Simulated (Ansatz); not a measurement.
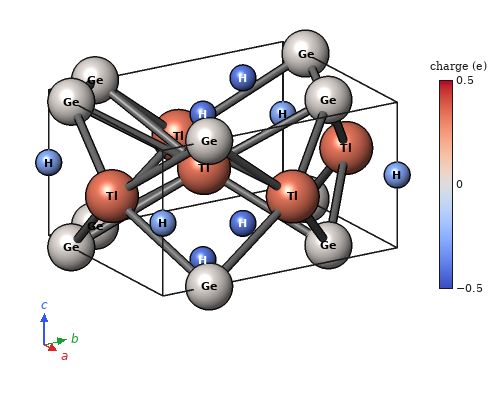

Ball-and-stick drawing of the structure, looking slightly off an axis. Thin lines show the simulation cell, with boundary atoms drawn in all their periodic places. The atoms of this TlGeH cell are coloured by their Bader charge.

Run with DFT PBE, scalar-relativistic, plane waves, PAW in Ansatz and these settings: plane-wave cutoff 420 eV, 6×6×12 k-mesh, Gaussian smearing of 0.1 eV, no spin polarisation.

> What charges do the elements carry?

Most positive: Tl; most negative: H. Charges: about Tl +0.3 e; Ge 0.0 e; H -0.4 to -0.3 e.

Provenance: a structure type filled with these elements by a generator (whether the compound takes this form wasn't checked). Earlier steps of the study may have refined or changed the cell and positions. It was run through Ansatz as a DFT input.
